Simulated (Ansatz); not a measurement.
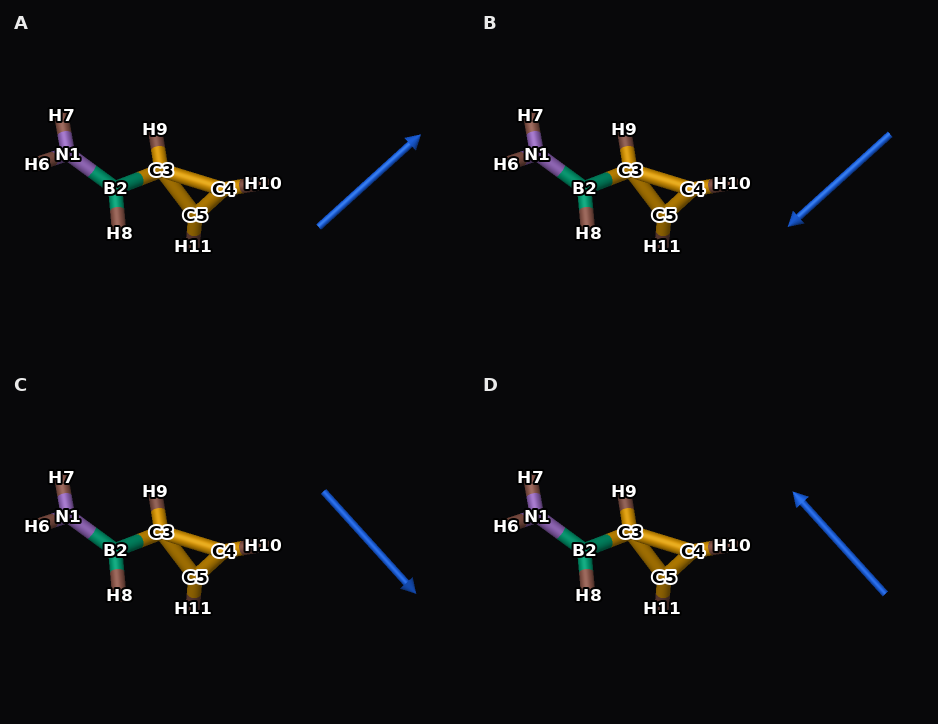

The same molecule four times, each with an arrow. The geometry was computed by an optimisation with PBE-D4/def2-SVP. No frequency run is at hand to confirm it as a minimum. Properties computed with RKS PBE-D4/def2-SVP (Ansatz 0.2.0).

**Which arrow points along the dipole moment, from the negative to the positive end?**

D. The dipole moment is 1.32 D; it points from the side of H10, H11 to the side of H7 (the outermost atoms at the two ends).
